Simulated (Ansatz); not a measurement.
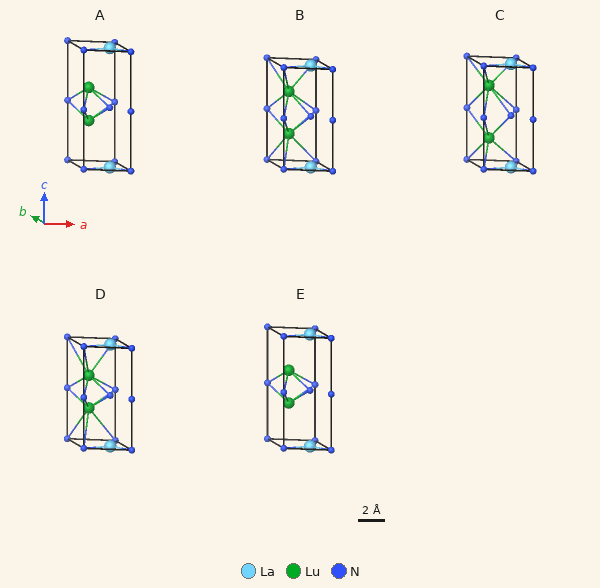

5 geometries from one relaxation of a crystal of LaLu2N3 (a generated structure, set up in P-6m2) (coarse preliminary run), in shuffled order. A ball-and-stick model of the cell of the calculation, seen slightly off an axis.

Computed with DFT PBE, scalar-relativistic, plane waves, PAW in Ansatz. Set-up: plane-wave cutoff 420 eV; k-point mesh 6 × 6 × 2; occupations gaussian; smearing width 0.1 eV; no spin polarisation; cell and atoms relaxed; force threshold 0.04 eV/Å; at most 70 steps.

Order the frames from highest to lowest energy.

Answer. C, B, D, E, A. They are steps 0, 2, 4, 6, 13, at +1101 meV per atom, +474 meV per atom, +71.4 meV per atom, +11.1 meV per atom relative to the last. The largest moves relative to the cell, 1.11 Å, are those of Lu atoms. N and La stay in place. Cell: a = b 3.995 → 3.815 Å (−4.5 %), c 8.414 → 9.712 Å (+15.4 %). Volume +5.2 %. Some distances before and after: Lu–Lu 4.270 → 2.700 Å, Lu–N 3.101 → 4.140 Å, La–Lu 3.101 → 4.140 Å, Lu–N 3.143 → 2.584 Å. Bonds break, among them: Lu–N (3.10 → 4.14 Å). Among the angles between lasting bonds that change: N–Lu–N 94.4° → 117.0°, Lu–N–Lu 85.6° → 63.0°, Lu–N–Lu 78.9° → 95.2°. The space group stays P-6m2 (No. 187). After 11 accepted moves (13 points after the start) the energy has fallen by 1101 meV per atom. The largest force component goes from 4.4 to 0.036 eV/Å. Pressure: −3.55 GPa at the start and 0.00 GPa at the end. The SCF was repeated twice at an unchanged geometry on a basis and grid sized afresh for the cell, which shifted the energy by 6.1 meV per atom at most.

Limits of the set-up: the k-point mesh is coarse for a cell with partly filled bands.
